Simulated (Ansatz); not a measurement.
Cl2Ti2 (quintet)

```xyz
4

Ti    0.4797    0.8078   -0.2389
Ti   -0.4838   -0.7931    0.2768
Cl    1.9920   -1.0075    0.5902
Cl   -1.9878    0.9927   -0.6281
```

Geometry: PBE-D4/def2-SVP.

Method: UKS PBE0-D4/def2-TZVP (Ansatz).

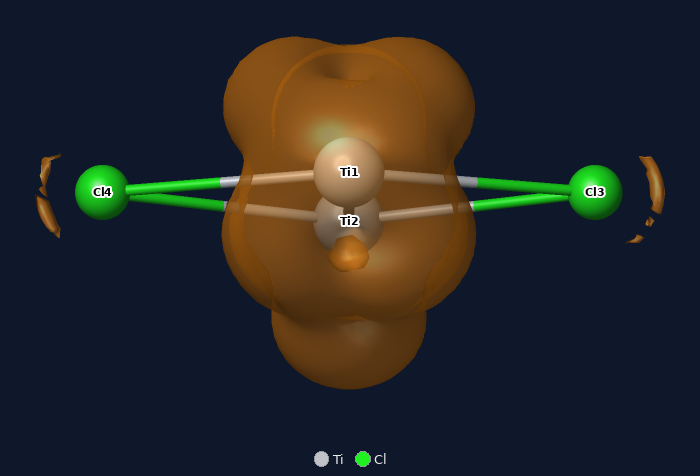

Figure 1. Isosurfaces of the spin density (α minus β) at +0.04 (orange) and −0.04 e/Å³ (purple), seen from one side.

Question: Which atoms carry the spin?

Answer: The unpaired spin (4 electrons) lies mostly on Ti1 (about 2.0), Ti2 (about 1.7), Cl3 (about 0.1) and Cl4 (about 0.1), in electrons by Hirshfeld's partition.

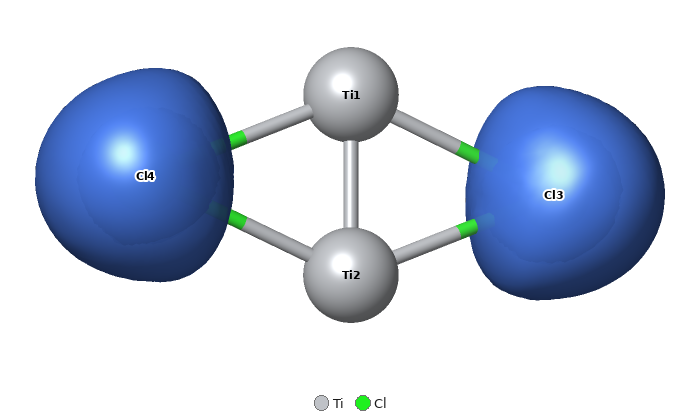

Figure 2. Isosurface of the ELF at 0.8 (blue), seen at a tilt. Core shells and regions of very low density are left out.

Question: Identify the bonds, lone pairs and shells in this picture.

Answer: The ELF exceeds this value in two regions wrapped around Cl (the valence shell of each). Along the contacts the grid gives the following. Ti–Ti (1.94 Å): the ELF is about 0.15 at the midpoint. Ti–Cl (2.50 Å): the ELF peaks at about 0.85 in the valence shell of Cl, 0.8 Å from its nucleus, and is about 0.35 at the midpoint.

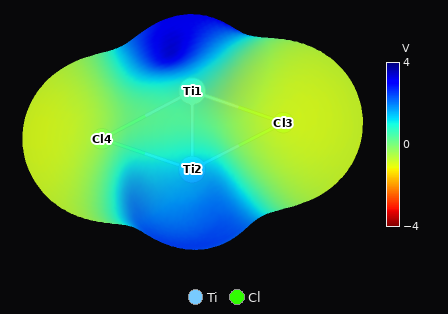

Figure 3. The molecular electrostatic potential painted on the density surface at 0.002 e/bohr³, seen at a tilt; the colour scale runs from red (negative) to blue (positive).

Question: Where is the surface potential most negative and most positive?

Answer: The most negative region (about −0.9 V) lies over Cl3 and Cl4, the most positive (about +3.3 V) over Ti1.

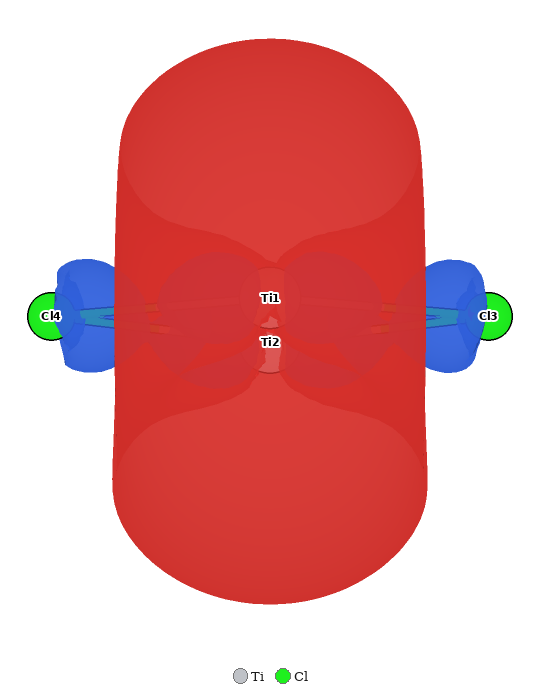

Figure 4. The LUMO (β) at ±0.05 Å⁻³ᐟ² (blue and red are the two phases), seen from one side.

Question: What is the character of this orbital?

Answer: By Hirshfeld shares it lies mainly on Ti1 (about 45 %) and Ti2 (about 45 %). Its energy is −2.11 eV.
